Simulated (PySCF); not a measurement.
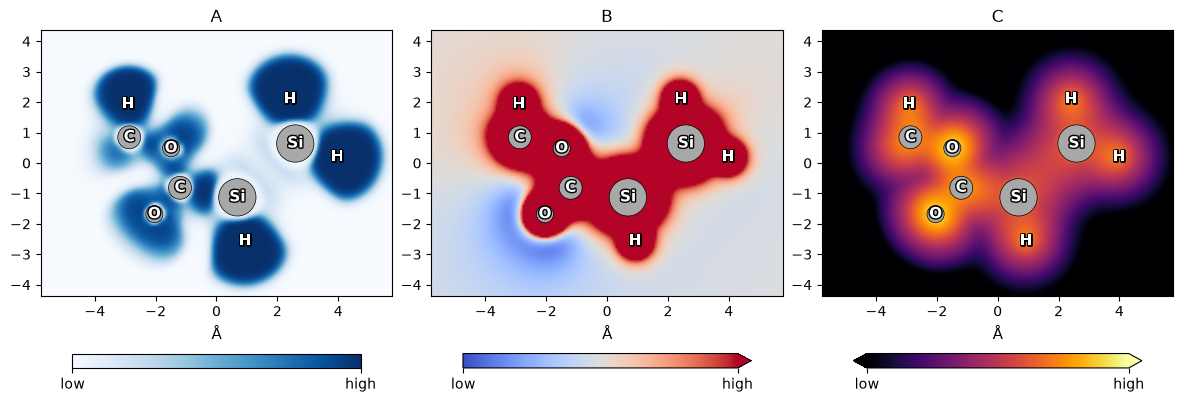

C₂H₈N₂O₂Si₂: 3 fields on the plane of atoms C1, O2 and C3, with unlabelled colour scales. Grey discs cover the atomic cores.

Geometry: GFN2-xTB.

Theory: PBE0/pcSseg-1, SCF density, gas phase, non-relativistic (PySCF).

Q: Match the panels to the quantities (electron density, electron localisation function and electrostatic potential).

A: Panel A: electron localisation function. Panel B: electrostatic potential (strongly positive close to the atoms, with negative regions outside electron-rich atoms). Panel C: electron density. From the grid: C–O (1.21 Å): the density is about 3.3 e/Å³ at the midpoint; the ELF peaks at about 0.85 between the atoms: a multiple bond. C–Si (1.91 Å): the density is about 0.96 e/Å³ at the midpoint; the ELF peaks at about 1 between the atoms; a covalent bond.
